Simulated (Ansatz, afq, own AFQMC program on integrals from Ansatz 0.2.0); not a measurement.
# BH₃+ (doublet): AFQMC on the coupled-cluster ladder at distance B1–H2 = 1.378 Å, cc-pVDZ, part 2 of 2

Ansatz 0.2.0, Gaussian basis, and an in-house AFQMC program (afq) on its integrals; all values are calculated; cc-pVDZ, frozen cores. Earlier steps stand in the parts before.

## (13) Phaseless AFQMC, CISD trial on UHF

It reads the integrals that the CCSD(T) run on this determinant wrote.

Command:

```console
> afq ham --method phaseless --trial cisd --walkers 80 --populations 1 --least-time 40 --time-step 0.005 --steps-per-block 50 --equilibration-blocks 28 --max-blocks 300 --target-error 0.00027 --factor-cut 1e-05 --start spin_pure --seed 5865 --release-times 0.24,0.5,1,1.5 --release-step 0.02 --release-every 4 --taylor-order 6
```

What it wrote:

```text
orbitals 28  electrons 3 2  factors 210 of 261
reference energy -25.97741330 Eh
CCSD correlation -0.08983270 Eh in 10 cycles, weight of the determinant in the CISD state 0.9493
energy of the start -26.067170 Eh
 block  time / (1/Eh)  mean weight  energy / Eh
     1     0.250  0.9978  -26.066962
     2     0.500  1.0000  -26.067003
     3     0.750  0.9999  -26.067675
     4     1.000  0.9995  -26.067727
     5     1.250  1.0003  -26.068182
     6     1.500  1.0013  -26.068462
     7     1.750  0.9989  -26.068706
     8     2.000  0.9997  -26.068551
     9     2.250  0.9999  -26.069092
    10     2.500  0.9997  -26.068640
    13     3.250  1.0004  -26.069262
    17     4.250  1.0003  -26.068981
    21     5.250  0.9995  -26.068224
    25     6.250  0.9993  -26.068333
    29     7.250  1.0013  -26.068775
    33     8.250  0.9994  -26.068400
    37     9.250  1.0012  -26.069081
    41    10.250  0.9997  -26.068647
    45    11.250  0.9997  -26.069635
    49    12.250  1.0000  -26.068484
    53    13.250  0.9985  -26.069189
    57    14.250  0.9999  -26.069193
    61    15.250  0.9997  -26.068586
    65    16.250  1.0009  -26.069384
    69    17.250  1.0003  -26.068484
    73    18.250  1.0003  -26.069019
    77    19.250  0.9998  -26.068535
    81    20.250  1.0009  -26.069081
    85    21.250  1.0014  -26.068681
    89    22.250  0.9994  -26.068598
    93    23.250  0.9992  -26.068171
    97    24.250  1.0006  -26.068535
   101    25.250  1.0005  -26.069240
   105    26.250  1.0008  -26.068718
   109    27.250  0.9984  -26.068266
   113    28.250  0.9981  -26.067820
   117    29.250  0.9997  -26.067994
   121    30.250  1.0007  -26.068123
   125    31.250  1.0010  -26.070435
   129    32.250  1.0008  -26.069145
   133    33.250  0.9981  -26.070768
   137    34.250  1.0008  -26.070420
   141    35.250  1.0009  -26.068208
   145    36.250  1.0010  -26.068666
   149    37.250  1.0020  -26.069625
   153    38.250  0.9999  -26.068343
   157    39.250  1.0001  -26.068838
   161    40.250  0.9995  -26.067891
   165    41.250  0.9995  -26.069082
   169    42.250  1.0002  -26.068522
   173    43.250  1.0010  -26.070265
   177    44.250  0.9998  -26.069825
   181    45.250  1.0000  -26.069835
   185    46.250  0.9997  -26.068795
blocks merged  error / Eh  count
     1  0.000049  160
     2  0.000057  80
     4  0.000070  40
     8  0.000086  20
    16  0.000115  10
released: time / (1/Eh)  energy / Eh  error  mean overlap
  0.24  -26.069003  0.000093  1.0007
  0.50  -26.068964  0.000100  1.0054
  1.00  -26.068941  0.000083  1.0014
  1.50  -26.069074  0.000070  0.9916
energy -26.068945 +/- 0.000086 Eh
```

It took 3.5 min on 1 thread of Arm Neoverse N1, shared host.

Energy -709.3721 ± 0.0023 eV. Caveats: constraint bias not in the error. The error still grows with block length (0.0019 to 0.0031 eV), so the bar may be too small.

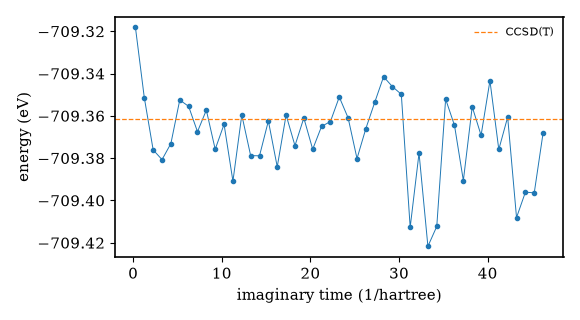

Block energies along the walk.

## (14) Phaseless AFQMC, single-determinant trial on UHF

It reads the integrals that the CCSD(T) run on this determinant wrote.

Command:

```console
> afq ham --method phaseless --trial hf --walkers 160 --populations 1 --least-time 40 --time-step 0.005 --steps-per-block 20 --equilibration-blocks 112 --max-blocks 600 --target-error 0.00081 --factor-cut 1e-05 --start spin_pure --seed 4981 --taylor-order 6
```

What it wrote:

```text
orbitals 28  electrons 3 2  factors 210 of 261
reference energy -25.97741330 Eh
CCSD correlation -0.08983270 Eh in 10 cycles, weight of the determinant in the CISD state 0.9493
energy of the start -25.977613 Eh
 block  time / (1/Eh)  mean weight  energy / Eh
     1     0.100  1.0010  -25.995990
     2     0.200  1.0006  -26.008960
     3     0.300  0.9995  -26.018406
     4     0.400  1.0003  -26.025901
     5     0.500  1.0015  -26.032408
     6     0.600  1.0007  -26.037260
     7     0.700  1.0003  -26.041362
     8     0.800  1.0002  -26.043077
     9     0.900  1.0005  -26.045373
    10     1.000  1.0004  -26.050451
    14     1.400  0.9992  -26.055684
    27     2.700  1.0006  -26.068940
    40     4.000  0.9999  -26.064035
    53     5.300  1.0009  -26.074288
    66     6.600  0.9997  -26.068487
    79     7.900  1.0000  -26.062062
    92     9.200  0.9998  -26.065889
   105    10.500  1.0004  -26.069862
   118    11.800  1.0011  -26.072566
   131    13.100  1.0000  -26.066729
   144    14.400  1.0002  -26.082453
   157    15.700  0.9996  -26.074414
   170    17.000  1.0002  -26.064932
   183    18.300  1.0008  -26.076652
   196    19.600  1.0005  -26.065664
   209    20.900  1.0016  -26.064367
   222    22.200  0.9999  -26.078218
   235    23.500  0.9995  -26.060997
   248    24.800  1.0000  -26.063802
   261    26.100  0.9994  -26.066426
   274    27.400  1.0003  -26.068274
   287    28.700  1.0000  -26.067784
   300    30.000  1.0000  -26.072069
   313    31.300  0.9998  -26.065190
   326    32.600  1.0000  -26.065397
   339    33.900  0.9981  -26.062750
   352    35.200  0.9990  -26.062901
   365    36.500  1.0007  -26.068279
   378    37.800  1.0003  -26.066429
   391    39.100  1.0001  -26.062431
   404    40.400  0.9998  -26.069981
   417    41.700  1.0002  -26.068118
   430    43.000  1.0000  -26.071972
   443    44.300  1.0009  -26.068281
   456    45.600  1.0010  -26.074718
   469    46.900  1.0012  -26.075004
   482    48.200  1.0001  -26.073339
   495    49.500  1.0003  -26.070547
   508    50.800  1.0012  -26.065089
   521    52.100  1.0001  -26.073204
   534    53.400  0.9989  -26.062884
blocks merged  error / Eh  count
     1  0.000306  430
     2  0.000411  215
     4  0.000551  107
     8  0.000683  53
    16  0.000769  26
    32  0.001007  13
energy -26.068978 +/- 0.000769 Eh
```

Wall time 3.9 min (1 thread of Arm Neoverse N1, shared host).

Energy -709.3730 ± 0.0209 eV. Caveats: constraint bias not in the error. The error still grows with block length (0.0186 to 0.0274 eV), so the bar may be too small.

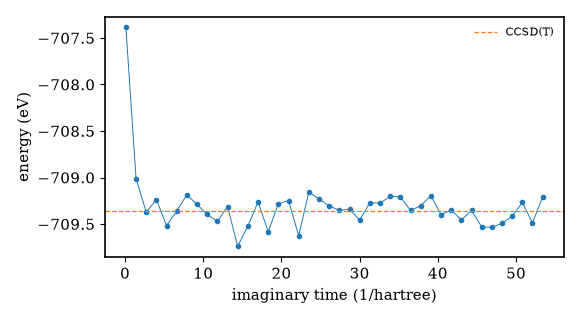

Block energies along the walk.

## (15) Free-projection AFQMC, CISD trial on UHF

It reads the integrals that the CCSD(T) run on this determinant wrote.

Command:

```console
> afq ham --method free --trial cisd --walkers 80 --time-step 0.03 --max-blocks 80 --target-error 0.00027 --factor-cut 1e-05 --seed 9477 --times 0,0.3,0.6,1.2,1.8,2.4,3.6,4.8,6 --taylor-order 8
```

What it wrote:

```text
orbitals 28  electrons 3 2  factors 210 of 261
reference energy -25.97741330 Eh
CCSD correlation -0.08983270 Eh in 10 cycles, weight of the determinant in the CISD state 0.9493
repeat  energy at the last time / Eh  error
    10  -26.068685  0.000176
    20  -26.068819  0.000148
    30  -26.068937  0.000129
time / (1/Eh)  energy / Eh  error  mean overlap
  0.00  -26.067268  0.000020  1.0542
  0.30  -26.068183  0.000034  1.0489
  0.60  -26.068607  0.000054  1.0462
  1.20  -26.068901  0.000067  1.0376
  1.80  -26.068974  0.000068  1.0366
  2.40  -26.069057  0.000081  1.0263
  3.60  -26.069035  0.000099  1.0161
  4.80  -26.069191  0.000128  0.9732
  6.00  -26.068977  0.000132  0.9599
energy -26.068977 +/- 0.000132 Eh
```

Wall time 97 s (1 thread of Arm Neoverse N1, shared host).

Energy -709.3730 ± 0.0036 eV. Caveats: remainder of the start not in the error.

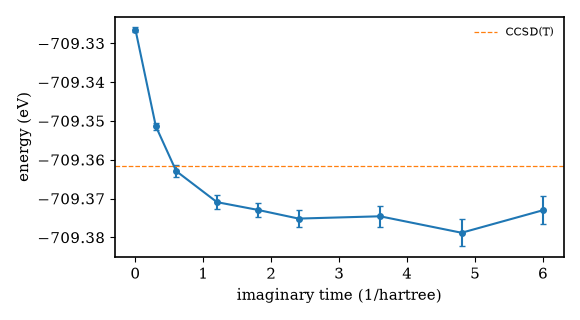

Energy against projection time, with error bars.

## (16) Phaseless AFQMC, CISD trial on UHF (settings varied)

It reads the integrals that the CCSD(T) run on this determinant wrote.

Command:

```console
> afq ham --method phaseless --trial cisd --walkers 20 --populations 1 --least-time 40 --time-step 0.005 --steps-per-block 5 --equilibration-blocks 120 --max-blocks 2400 --target-error 0.00054 --factor-cut 1e-05 --start determinant --seed 1211 --release-times 0.2,0.4 --release-step 0.02 --release-every 40 --taylor-order 6
```

What it wrote:

```text
orbitals 28  electrons 3 2  factors 210 of 261
reference energy -25.97741330 Eh
CCSD correlation -0.08983270 Eh in 10 cycles, weight of the determinant in the CISD state 0.9493
energy of the start -26.067246 Eh
 block  time / (1/Eh)  mean weight  energy / Eh
     1     0.025  1.0004  -26.067159
     2     0.050  0.9995  -26.067086
     3     0.075  0.9979  -26.067037
     4     0.100  1.0032  -26.067026
     5     0.125  0.9985  -26.067015
     6     0.150  1.0011  -26.067048
     7     0.175  0.9989  -26.067098
     8     0.200  0.9994  -26.067073
     9     0.225  0.9996  -26.067034
    10     0.250  0.9999  -26.067022
    44     1.100  1.0039  -26.067723
    87     2.175  0.9987  -26.068626
   130     3.250  0.9969  -26.069079
   173     4.325  0.9975  -26.070258
   216     5.400  0.9975  -26.069533
   259     6.475  1.0031  -26.069451
   302     7.550  0.9981  -26.069500
   345     8.625  0.9986  -26.068559
   388     9.700  0.9977  -26.070222
   431    10.775  0.9981  -26.070736
   474    11.850  0.9991  -26.068658
   517    12.925  1.0014  -26.069923
   560    14.000  0.9961  -26.072741
   603    15.075  1.0000  -26.069217
   646    16.150  1.0005  -26.068451
   689    17.225  1.0004  -26.070891
   732    18.300  0.9965  -26.069071
   775    19.375  0.9966  -26.068487
   818    20.450  1.0007  -26.067390
   861    21.525  1.0007  -26.067915
   904    22.600  1.0006  -26.068999
   947    23.675  1.0012  -26.067306
   990    24.750  1.0030  -26.067906
  1033    25.825  1.0011  -26.069049
  1076    26.900  0.9993  -26.068630
  1119    27.975  0.9997  -26.067754
  1162    29.050  1.0000  -26.068374
  1205    30.125  1.0005  -26.068303
  1248    31.200  1.0005  -26.067543
  1291    32.275  0.9993  -26.070495
  1334    33.350  1.0005  -26.069070
  1377    34.425  1.0020  -26.070649
  1420    35.500  0.9996  -26.070093
  1463    36.575  1.0086  -26.071171
  1506    37.650  0.9998  -26.068405
  1549    38.725  1.0013  -26.071789
  1592    39.800  1.0002  -26.068527
  1635    40.875  0.9995  -26.069412
  1678    41.950  0.9992  -26.070365
blocks merged  error / Eh  count
     1  0.000030  1600
     2  0.000042  800
     4  0.000057  400
     8  0.000077  200
    16  0.000100  100
    32  0.000126  50
    64  0.000154  25
   128  0.000187  12
released: time / (1/Eh)  energy / Eh  error  mean overlap
  0.20  -26.069027  0.000192  0.9958
  0.40  -26.069040  0.000202  0.9926
energy -26.069160 +/- 0.000154 Eh
```

Run time: 1.7 min. Hardware: 1 thread of Arm Neoverse N1, shared host.

Energy -709.3780 ± 0.0042 eV. Caveats: constraint bias not in the error. The error still grows with block length (0.0034 to 0.0051 eV), so the bar may be too small.

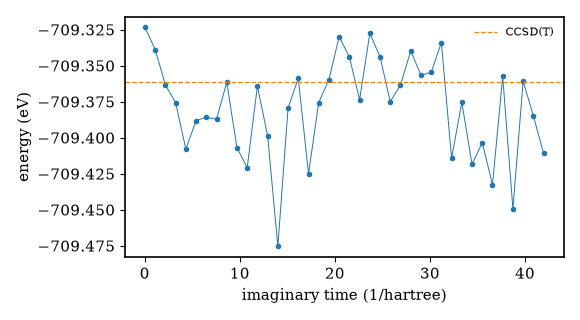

Block energies along the walk.

## (17) Free-projection AFQMC, CID trial on UHF (settings varied)

It reads the integrals that the CCSD(T) run on this determinant wrote.

Command:

```console
> afq ham --method free --trial cid --walkers 200 --time-step 0.02 --max-blocks 30 --target-error 0.00054 --factor-cut 1e-05 --seed 6744 --times 0.0,0.5,1.0,2.0,3.0,4.0 --taylor-order 6
```

What it wrote:

```text
orbitals 28  electrons 3 2  factors 210 of 261
reference energy -25.97741330 Eh
CCSD correlation -0.08983270 Eh in 10 cycles, weight of the determinant in the CISD state 0.9493
repeat  energy at the last time / Eh  error
    10  -26.068817  0.000094
    20  -26.068902  0.000092
    30  -26.068905  0.000088
time / (1/Eh)  energy / Eh  error  mean overlap
  0.00  -26.067254  0.000014  1.0523
  0.50  -26.068509  0.000037  1.0540
  1.00  -26.068774  0.000037  1.0519
  2.00  -26.068980  0.000050  1.0519
  3.00  -26.069017  0.000090  1.0421
  4.00  -26.068905  0.000088  1.0538
energy -26.068905 +/- 0.000088 Eh
```

It took 3.3 min on 1 thread of Arm Neoverse N1, shared host.

Energy -709.3710 ± 0.0024 eV. Caveats: remainder of the start not in the error.

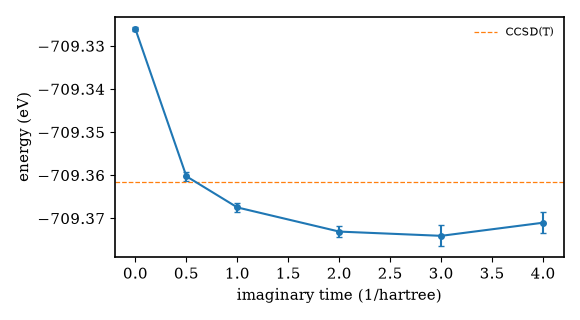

Energy against projection time, with error bars.

## (18) All levels side by side

The full CI on restricted orbitals is not used as the yardstick for these unrestricted rows.

On the UHF determinant, counted from CCSDT(Q) (a yardstick, not exact):

```csv
level,energy (eV),from CCSDT(Q) (meV),statistical error (meV),time
HF,-706.8814,+2492.3,,
MP2,-708.7401,+633.6,,
CCSD,-709.3259,+47.8,,
CCSD(T),-709.3615,+12.2,,
CCSDT(Q),-709.3737,0.0,,
"Phaseless AFQMC, CISD trial, step 0.005, 80 walkers",-709.3721,+1.6,2.3,3.5 min
"Phaseless AFQMC, single-determinant trial, step 0.005, 160 walkers",-709.3730,+0.7,20.9,3.9 min
"Free-projection AFQMC, CISD trial, step 0.03, 80 walkers",-709.3730,+0.7,3.6,97 s
"Phaseless AFQMC, CISD trial, step 0.005, 20 walkers",-709.3780,-4.3,4.2,1.7 min
"Free-projection AFQMC, CID trial, step 0.02, 200 walkers",-709.3710,+2.7,2.4,3.3 min
```

The functionals' totals stand on their own zeros and serve differences with other points: PBE -710.422 eV; r2SCAN -711.301 eV; PBE0 -710.729 eV; B3LYP -712.081 eV; wB97M-V -711.016 eV; B2PLYP -710.852 eV.

## (19) Outcome

The summary covers parts 1 to 2.

| quantity | value |
| --- | --- |
| CCSD(T) on UHF from CCSDT(Q) | +12.2 meV |
| Phaseless AFQMC, CISD trial on UHF from CCSDT(Q) | +1.6 ± 2.3 meV |
| Phaseless AFQMC, single-determinant trial on UHF from CCSDT(Q) | +0.7 ± 20.9 meV |
| Free-projection AFQMC, CISD trial on UHF from CCSDT(Q) | +0.7 ± 3.6 meV |

On UHF the phaseless walk with the CISD trial lies +1.6 meV from CCSDT(Q), within three error bars. Free projection has no constraint; at the last time it gives +0.7 ± 3.6 meV, and from a start that isn't spin pure other spins can mix in. Error bars are statistical and leave out the constraint, the time step and what remains of the start.
